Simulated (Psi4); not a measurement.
# SnCl4 (tin tetrachloride) at wB97M-V/def2-SVP (core potential)

What is the vertical singlet–triplet gap of SnCl4 (tin tetrachloride) at wB97M-V/def2-SVP (core potential)? 

The results are computed with Psi4 1.11.

1 further run of the same task is left out (it didn't finish).

## 1. The system as given

SnCl4 has 5 atoms, charge 0, and is taken as a singlet. As SMILES, `[Cl][Sn]([Cl])([Cl])[Cl]`. Geometry: relaxed at PBE0-D4/def2-TZVP.

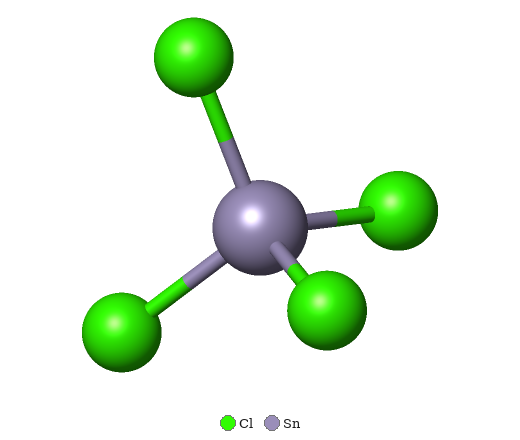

Viewed from a chosen angle; chlorine green, tin purple.

## 2. A single-point energy at wB97M-V/def2-SVP (core potential)

calc.dat

```
memory 2200 MB

molecule system {
  0 1
  Cl
  Sn 1 2.287484
  Cl 2 2.287458 1 109.47044
  Cl 2 2.287395 3 109.47141 1 -119.99967
  Cl 2 2.287446 4 109.47266 3 120.00058
  symmetry c1
  no_reorient
  no_com
}

set basis def2-SVP
set reference rks
set puream true
set e_convergence 1e-09
set d_convergence 1e-08
set scf_type pk
set dft_radial_points 99
set dft_spherical_points 590

E, wfn = energy("wb97m-v", return_wfn=True)
```

The run is started by

```console
psi4 calc.dat calc.out -n 1
```

calc.out, cut to the lines that bear on the results:

```text
[...]
    !!!  WARNING: ECP capability is in beta. Please check occupations closely.  !!!
[...]
  Running in c1 symmetry.
[...]
  Nuclear repulsion =  591.733352028766149
[...]
  Multiplicity = 1
[...]
  Nalpha       = 45
  Nbeta        = 45
[...]
    Number of basis functions: 98
[...]
   @RKS iter   1: -2054.50420935202055   -1.41650e+00   3.47882e-03 DIIS/ADIIS
[...]
   @RKS iter  10: -2054.56937614628032   -4.68390e-11   7.84533e-09 DIIS
[...]
    Orbital Energies [Eh]
    ---------------------
    Doubly Occupied:
       1A   -101.865300     2A   -101.865234     3A   -101.865228
       4A   -101.865227     5A     -9.665601     6A     -9.665583
       7A     -9.665577     8A     -9.665576     9A     -7.376128
      10A     -7.376114    11A     -7.376108    12A     -7.376107
      13A     -7.368932    14A     -7.368930    15A     -7.368926
      16A     -7.368913    17A     -7.368911    18A     -7.368907
      19A     -7.368905    20A     -7.368903    21A     -5.358802
      22A     -3.689870    23A     -3.689870    24A     -3.689870
      25A     -1.253465    26A     -1.253463    27A     -1.253462
      28A     -1.246190    29A     -1.246190    30A     -0.983298
      31A     -0.946282    32A     -0.946272    33A     -0.946270
      34A     -0.645787    35A     -0.515796    36A     -0.515792
[...]
  @RKS Final Energy: -2054.56937614628032
   => Energetics <=
    Nuclear Repulsion Energy =            591.7333520287661486
    One-Electron Energy =               -4096.7983928712601482
    Two-Electron Energy =                1550.2015105185589618
    DFT Exchange-Correlation Energy =    -100.0665207954920533
    Empirical Dispersion Energy =           0.0000000000000000
    VV10 Nonlocal Energy =                  0.3606749731465755
    Total Energy =                      -2054.5693761462803195
[...]
 Multipole Moments:
 ------------------------------------------------------------------------------------
     Multipole            Electronic (a.u.)      Nuclear  (a.u.)        Total (a.u.)
 ------------------------------------------------------------------------------------
 L = 1.  Multiply by 2.5417464519 to convert [e a0] to [Debye]
 Dipole X            :          0.0007286           -0.0006163            0.0001123
 Dipole Y            :          0.0009415           -0.0008281            0.0001134
 Dipole Z            :          0.0009911           -0.0009183            0.0000728
 Magnitude           :                                                    0.0001754
[...]
```

It took 33 s on 1 thread of Intel Xeon 6975P-C (Granite Rapids), shared host; peak memory 1.1 GiB.

## 3. The triplet

run.py

```python
import psi4

psi4.set_memory(2200000000)
psi4.set_num_threads(1)
psi4.set_output_file('output.dat', False)

geom = psi4.geometry("""
0 3
Cl    -2.07231146    -0.30556871     3.78122859
Sn    -0.00001890     0.00000000    -0.00005669
Cl     3.58828755    -2.40705755     0.12481641
Cl    -2.57378808    -1.41383639    -3.17199979
Cl     1.05783089     4.12644376    -0.73400742
units bohr
symmetry c1
""")

psi4.set_options({
    'basis': 'def2-SVP',
    'reference': 'uks',
    'puream': True,
    'e_convergence': 1e-09,
    'd_convergence': 1e-08,
    'scf_type': 'pk',
    'dft_radial_points': 99,
    'dft_spherical_points': 590,
    'maxiter': 100,
})

e_tot = psi4.energy("wb97m-v")
print(f'wb97m-v energy: {e_tot:.10f} Eh')
for k, v in sorted(psi4.core.scalar_variables().items()):
    print(f'{k:45s} {v:18.10f}')
```

The run is started by

```console
python run.py
```

output.dat, cut to the lines that bear on the results:

```text
[...]
    !!!  WARNING: ECP capability is in beta. Please check occupations closely.  !!!
[...]
  Running in c1 symmetry.
[...]
  Nuclear repulsion =  591.733399093361641
[...]
  Multiplicity = 3
[...]
  Nalpha       = 46
  Nbeta        = 44
[...]
    Number of basis functions: 98
[...]
   @UKS iter   1: -2054.29962789380716   -1.17718e+00   3.38086e-03 DIIS/ADIIS
[...]
   @UKS iter  56: -2054.35940975446510   -8.64020e-11   9.96865e-09 DIIS
[...]
   @S^2 Observed:                2.009040507E+00
[...]
  @UKS Final Energy: -2054.35940975446510
   => Energetics <=
    Nuclear Repulsion Energy =            591.7333990933616406
    One-Electron Energy =               -4097.7250141711137985
    Two-Electron Energy =                1551.3634802841472720
    DFT Exchange-Correlation Energy =    -100.0916057374782042
    Empirical Dispersion Energy =           0.0000000000000000
    VV10 Nonlocal Energy =                  0.3603307766177843
    Total Energy =                      -2054.3594097544651049
[...]
 Multipole Moments:
 ------------------------------------------------------------------------------------
     Multipole            Electronic (a.u.)      Nuclear  (a.u.)        Total (a.u.)
 ------------------------------------------------------------------------------------
 L = 1.  Multiply by 2.5417464519 to convert [e a0] to [Debye]
 Dipole X            :         -1.0019116            0.0004616           -1.0014500
 Dipole Y            :         -0.3700728           -0.0000923           -0.3701651
 Dipole Z            :          0.1335378            0.0012923            0.1348302
 Magnitude           :                                                    1.0761522
[...]
```

The script printed:

```text
wb97m-v energy: -2054.3594097545 Eh
CURRENT ENERGY                                  -2054.3594097545
CURRENT REFERENCE ENERGY                        -2054.3594097545
DD SOLVATION ENERGY                                 0.0000000000
DFT FUNCTIONAL TOTAL ENERGY                     -2054.3594097545
DFT TOTAL ENERGY                                -2054.3594097545
DFT VV10 ENERGY                                     0.3603307766
DFT XC ENERGY                                    -100.0916057375
GRID ELECTRONS ALPHA                               46.0000004712
GRID ELECTRONS BETA                                44.0000005450
GRID ELECTRONS TOTAL                               90.0000010162
NUCLEAR REPULSION ENERGY                          591.7333990934
ONE-ELECTRON ENERGY                             -4097.7250141711
PCM POLARIZATION ENERGY                             0.0000000000
PE ENERGY                                           0.0000000000
SCF ITERATION ENERGY                            -2054.3594097545
SCF ITERATIONS                                     56.0000000000
SCF TOTAL ENERGY                                -2054.3594097545
TWO-ELECTRON ENERGY                              1551.3634802841
XC GRID RADIAL POINTS                              99.0000000000
XC GRID SPHERICAL POINTS                          590.0000000000
XC GRID TOTAL POINTS                           271179.0000000000
```

Run time: 3 min. Hardware: 1 thread of Intel Xeon 6975P-C (Granite Rapids), shared host; peak memory 1.1 GiB.

## 4. Summary of results

Level: wB97M-V/def2-SVP (core potential).

```
                                        quantity           value
                           singlet: total energy  -2054.56938 Eh
                          singlet: dipole moment          0.00 D
                            singlet: HOMO energy       -11.84 eV
                            singlet: LUMO energy        -0.92 eV
                          singlet: HOMO–LUMO gap        10.92 eV
                           triplet: total energy  -2054.35941 Eh
                          triplet: dipole moment          2.74 D
     triplet: HOMO energy (highest over α and β)        -6.39 eV
                                   triplet: ⟨S²⟩           2.009
vertical energy of the triplet above the singlet        5.713 eV
```

At this shape the triplet lies 5.71 eV (132 kcal/mol) above the singlet.
